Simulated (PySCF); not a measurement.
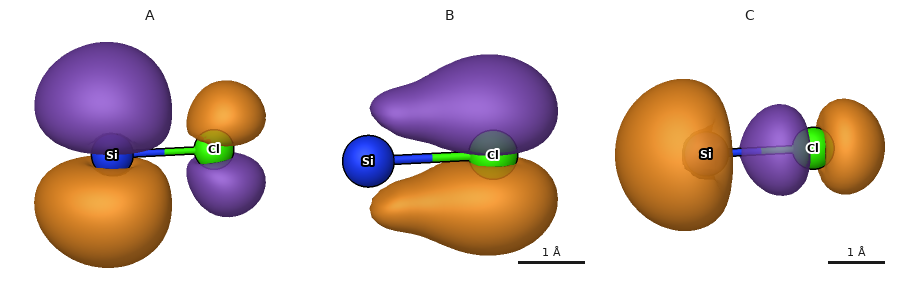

SiCl (charge +1). Three frontier orbitals, each drawn at the value that holds 80 % of its norm (orange and purple are the two phases), in no order; of a degenerate pair one member is drawn.

Level of theory: PBE0/pcseg-1, non-relativistic, at a bond length of 1.971 Å in PySCF 2.14.0.

Label each orbital by symmetry, say whether it is occupied, and order them by energy.

Orbital B: π, occupied, −17.16 eV; mainly on Cl (85 %).
Orbital C: σ, occupied, −16.29 eV; shared between the atoms (Si 70 %, Cl 30 %).
Orbital A: π, empty, −9.77 eV; mainly on Si (85 %).
